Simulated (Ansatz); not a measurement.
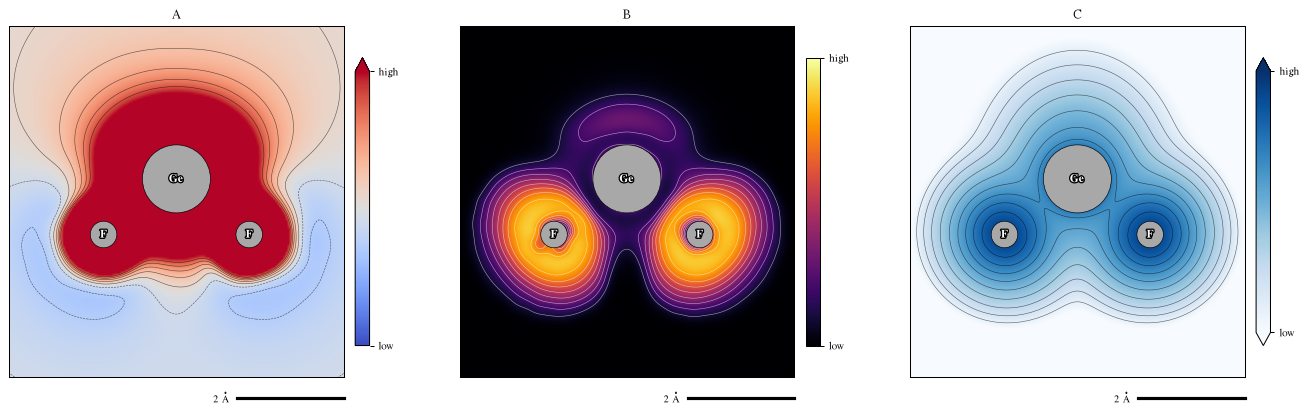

ClF2GeH: 3 fields on the plane of atoms F3, Ge1 and F5, with unlabelled colour scales. Grey discs cover the atomic cores.

These are results of RKS B3LYP-D4/def2-SVP in Ansatz 0.2.0, not measurements.

**The panels show electron density, electron localisation function and electrostatic potential in some order. Assign them.**

Panel A: electrostatic potential (strongly positive close to the atoms, with negative regions outside electron-rich atoms). Panel B: electron localisation function. Panel C: electron density. From the grid: Ge–F (1.73 Å): ρ at the midpoint is about 0.95 e/Å³; the ELF peaks at about 0.80 in the valence shell of F, 0.5 Å from its nucleus, and is about 0.25 at the midpoint.
